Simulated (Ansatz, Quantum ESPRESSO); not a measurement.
# Predicting the next point of a tunnelling series: vacuum gaps between two Cu(100) faces

**Set-up.** Quantum ESPRESSO 7.5 (pw.x, pwcond.x), PBE, PseudoDojo norm-conserving; geometry as built. T is the transmission per spin at the Fermi level, averaged over the mesh across the current, in a cell of 6.62 Å². The series steps the width of the vacuum gap.

```
width (Å)        T
      4.5   0.0995
      5.5   0.0179
      6.5  0.00274
```

One more run was made and is withheld. What is T at 7.5 Å?

**Fit.** In the tunnelling regime ln T falls linearly. The last two rows give a slope of ln(0.0179/0.00274)/(6.5 − 5.5) = 1.877 per Å, so T(7.5) ≈ 0.00274 × exp(−1.877 × 1) = 0.000419.

**The withheld run.** T = 0.000389; the estimate is 1.08 times that. The slope over the last interval is 1.953: the same within 8 %. Points of the mesh with over 2.5 times the mean carry 87 % of this T, so the value leans on the mesh. A second code, Ansatz 0.2.0, gives 0.000372.

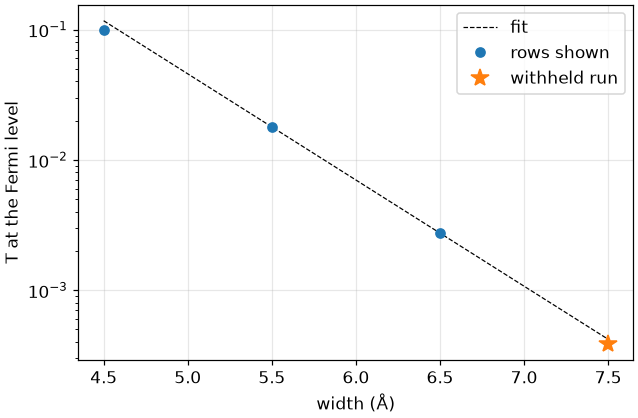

The rows shown, the fit and the withheld run.

Caveats: Short leads, unrelaxed atoms, a barrier without the image potential and an untested mesh.

[Logs are printed without paths, hosts, clocks, repeated set-up lines and the standing remarks that a program may print on its own settings, such as how far it seeks lower states.]
